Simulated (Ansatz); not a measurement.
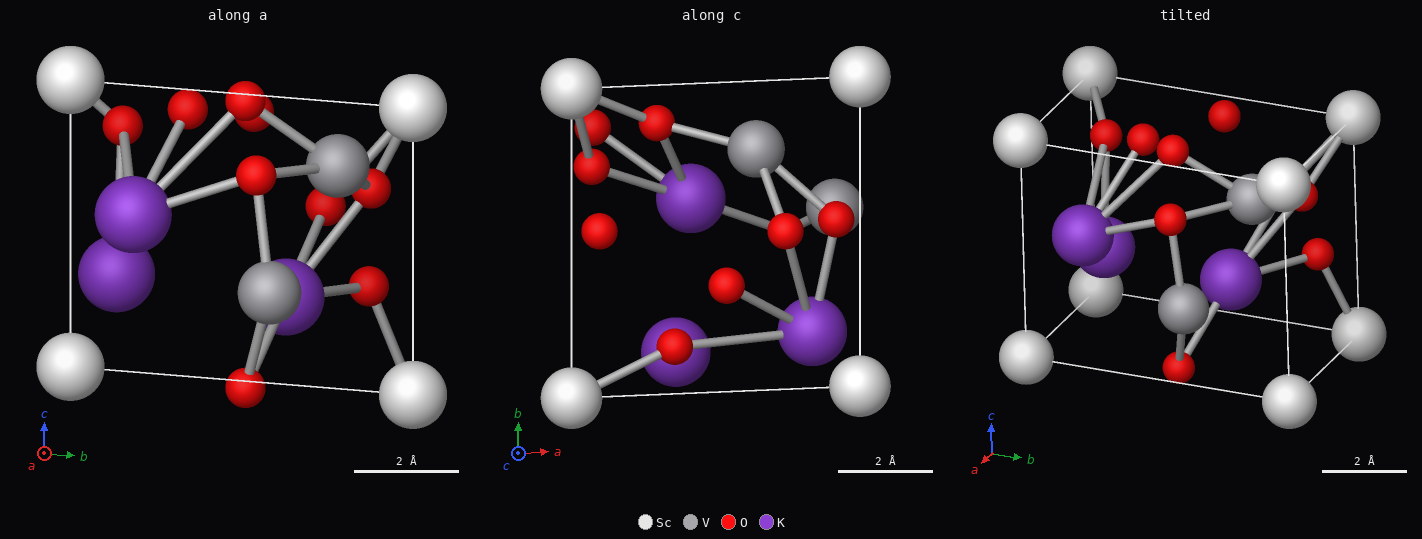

Shown here is a ball-and-stick view of the crystal, taken along the a axis, along the c axis and slightly off an axis. One simulation cell is framed, with atoms on its boundary repeated. Cell: a = 6.231 Å, b = 6.669 Å, c = 5.589 Å, α = 94.47°, β = 84.57°, γ = 88.05°.

Give a description of the structure.

- Its composition is K$_{3}$ScV$_{2}$O$_{8}$.
- Space group: P1, with no symmetry beyond the lattice.
- The atoms show no order inside the cell.
- One cell contains 3 K, 1 Sc, 2 V, 8 O, 14 atoms in all.

Note that this is a made-up disordered cell, and that it hasn't been relaxed. Ansatz was used for an electronic-structure calculation on it.

At this level of theory the cell isn't at rest (forces up to 5.8 eV/Å), so its distances can differ from those at equilibrium, the more so the softer the solid.
